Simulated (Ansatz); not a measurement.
```yaml
atoms:
  - { symbol: C, position_ang: [-0.1897, 0.8022, -0.9370] }
  - { symbol: Si, position_ang: [0.2318, -0.4429, 0.3663] }
  - { symbol: N, position_ang: [1.4925, -1.3998, 0.2257] }
  - { symbol: O, position_ang: [-0.9189, -0.2907, 1.5434] }
  - { symbol: H, position_ang: [-0.2060, 1.8110, -0.5127] }
  - { symbol: H, position_ang: [0.5496, 0.7595, -1.7394] }
  - { symbol: H, position_ang: [-1.1834, 0.6032, -1.3506] }
  - { symbol: H, position_ang: [1.8063, -2.1082, 0.8747] }
  - { symbol: H, position_ang: [-0.8192, -0.8895, 2.2941] }
```

Method: RKS PBE0-D4/6-31G* (Ansatz 0.2.0).

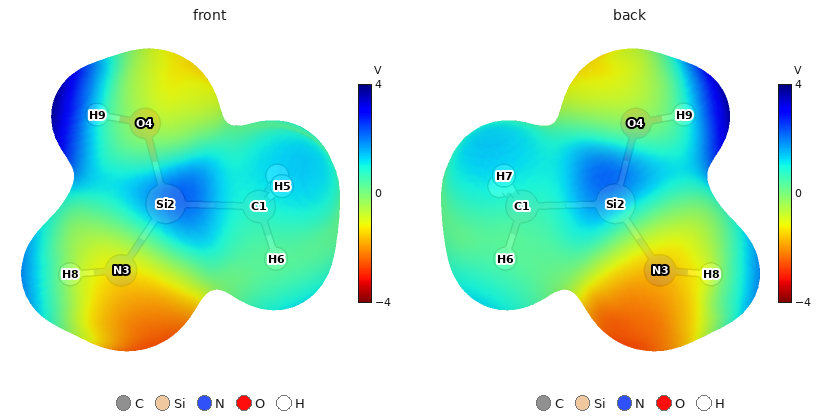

CH5NOSi (SMILES C[Si](=N)O). The electrostatic potential painted on the density surface at 0.004 e/bohr³, seen from the front and from behind; the colour scale runs from red (negative) to blue (positive).

Where is the surface potential most negative and most positive?

The most negative region (about −2.6 V) lies over N3, the most positive (about +3.6 V) over H9. N3 is the likeliest acceptor of a hydrogen bond.
